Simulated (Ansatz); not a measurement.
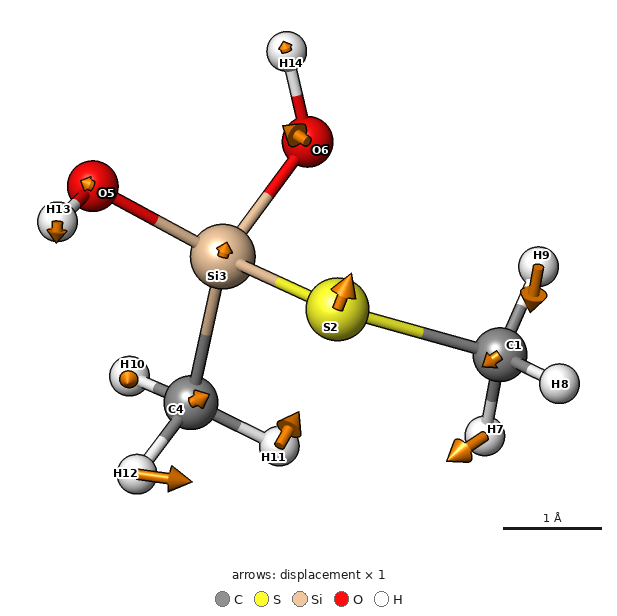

A relaxation of C2H8O2SSi. The starting structure is drawn; orange arrows show the displacements, at their true length. The two geometries are superimposed by the best rigid fit.

The picture is a ball-and-stick view, seen from a free direction.

The run prepares an end point of a later path (torsion) calculation, from a guessed geometry.

Level of theory: RKS PBE/STO-3G (Ansatz 0.2.0). Set-up: no spin polarisation; force threshold 0.015 eV/Å; at most 40 steps.

> Which element moves most?

Hydrogen: up to 0.59 Å, against 0.42 Å for sulfur.

> What happened in the run?

The largest moves after the best rigid fit, 0.59 Å, are those of H9 and H12. By element the largest moves are H 0.59 Å, S 0.42 Å, O 0.39 Å, C 0.24 Å, Si 0.17 Å. Near-neighbour distances that change, for instance: Si3–O5 1.623 → 1.733 Å, C1–H8 1.042 → 1.106 Å, C4–H10 1.050 → 1.103 Å, S2–Si3 2.123 → 2.167 Å. Bond angles that change, for instance: Si3–O5–H13 116.6° → 103.1°, Si3–O6–H14 112.9° → 103.2°, S2–Si3–O6 106.7° → 115.1°. Groups turn about Si3–O6 by about 30°, S2–Si3 by about 25°. Over 21 accepted moves (22 points after the start) the energy falls by 81.0 kJ/mol. Largest force component: 4 eV/Å at the start, 0.011 eV/Å at the end. The line search rejected the trial step at point 8 of the run. The run took 63 s on 1 thread of Intel(R) Xeon(R) Platinum 8488C (Sapphire Rapids), with other jobs on the host, peak memory 0.17 GiB.

Limits of the set-up: STO-3G is a minimal basis, so the numbers are rough.
